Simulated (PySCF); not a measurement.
## Electronic structure of C$_{3}$H$_{6}$N$_{2}$Si in real space

The calculation's input:

```
{"job": {"kind": "uv", "xc": "CAM-B3LYP", "basis": "def2-SVPD", "nstates": 8, "ntriplets": 3}, "charge": 0, "multiplicity": 1}
N     -3.258874    -1.430263     0.375701
C     -2.539048    -0.546087     0.302104
C     -1.615677     0.554695     0.198549
C     -0.320158     0.085821    -0.415242
N      0.761304     0.235712     0.183154
Si     2.405762    -0.147590    -0.157387
H     -2.064189     1.321991    -0.441095
H     -1.425901     0.969483     1.191490
H     -0.427571    -0.384236    -1.401503
H      3.050310     1.161535    -0.106655
H      2.666851    -0.801625    -1.444327
H      2.768389    -1.020120     0.953961
```

Run with:

```sh
OMP_NUM_THREADS=1 python probes_run.py task.json out
```

Geometry: GFN2-xTB.

Computed with CAM-B3LYP/def2-SVPD, SCF density, gas phase in PySCF 2.14.0.

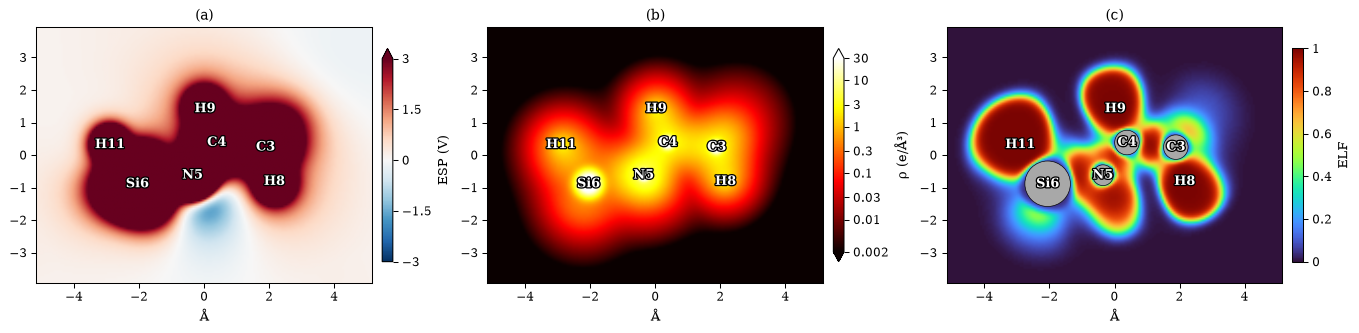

Figure 1. (a) electrostatic potential; (b) total electron density; (c) electron localisation function on the plane of atoms C3, C4 and H9. Grey discs cover the atomic cores in the ELF map.

Question: Describe what can be read from this map.

Answer: The plane passes through C, N, Si and H nuclei.
Si–N (1.72 Å): the density is about 1.1 e/Å³ at the midpoint; the ELF peaks at about 0.95 between the atoms, as expected for a shared but strongly polarised pair.
C–H (1.09 Å): the density is about 2 e/Å³ at the midpoint; the ELF climbs to about 1 towards the hydrogen, as it does in any bond to H (a covalent bond by its length).
C–N (1.25 Å): the density is about 2.9 e/Å³ at the midpoint; the ELF peaks at about 0.90 between the atoms; a multiple bond.
C–C (1.51 Å): ρ at the midpoint is about 1.7 e/Å³; the ELF peaks at about 0.95 between the atoms; a covalent bond.
Si–H (1.47 Å): ρ at the midpoint is about 0.79 e/Å³; the ELF climbs to about 1 towards the hydrogen.
The ELF also peaks beside N5, away from the bonds: lone-pair regions.
Outside the dense part of the molecule the potential is most negative (−1.6 V) near N5.

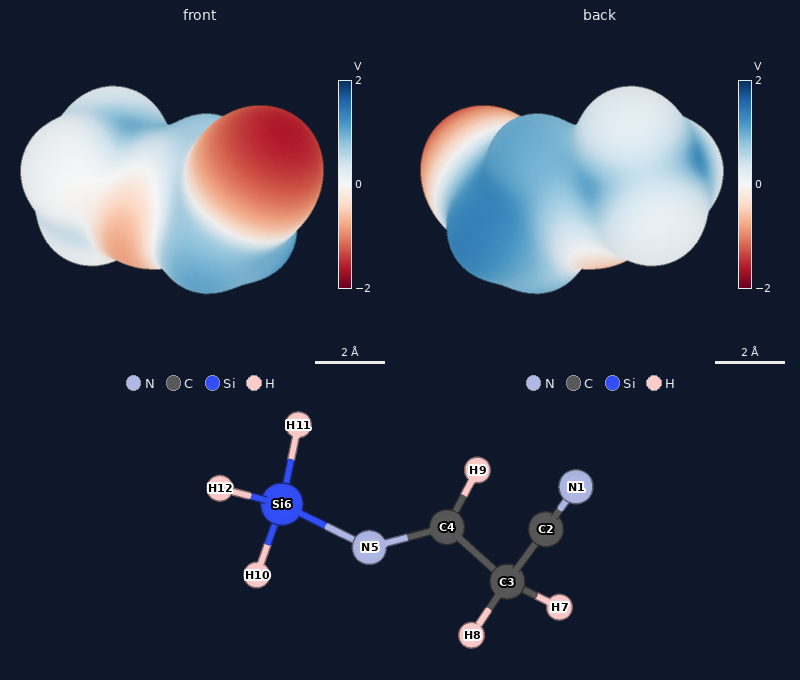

Figure 2. The molecular electrostatic potential painted on the density surface at 0.001 e/bohr³, seen from the front and from behind; red is negative and blue positive. The bare structure is drawn below in the same view.

Question: Where is the surface potential most negative and most positive?

Answer: The most negative region (about −1.6 V) lies over N1, the most positive (about +1.3 V) over C3, C4 and H7. N1 is the likeliest acceptor of a hydrogen bond.

Question: How polar is the molecule by this calculation?

Answer: Its dipole moment is 3.49 D.
